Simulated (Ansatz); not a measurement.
## What Te → Mo does to HgTe

The parent structure is HgTe in the zinc blende structure (space group F-43m, No. 216; a = 6.651 Å).

It is then changed as follows: full substitution Te → Mo; the structure is relaxed again.

The values are results of PBE (Ansatz, an electronic-structure program; PAW; 420 eV plane waves; no spin-orbit coupling), earlier PAW set, not measurements. Settings: 13×13×13 k-points, 0.05 eV Fermi–Dirac smearing, for the changed cell.

- Lattice parameter a = 6.011 Å (base 6.651 Å)
- Space group = F-43m (No. 216) (base F-43m (No. 216))
- Band gap = zero (base zero)

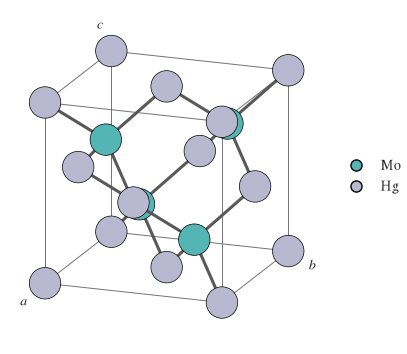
Figure. The relaxed conventional cell after the change

Spin-orbit coupling, missing from the scalar runs, can matter with Hg and Te. No phonon test of stability was made. As relaxed here, HgMo is a hypothetical phase, not in the database extracts checked. All final runs are without spin polarisation. HgMo has a high density of states at the Fermi level and may be magnetic at this level. A zero or small gap of HgTe can be the functional's error rather than a property of the material.
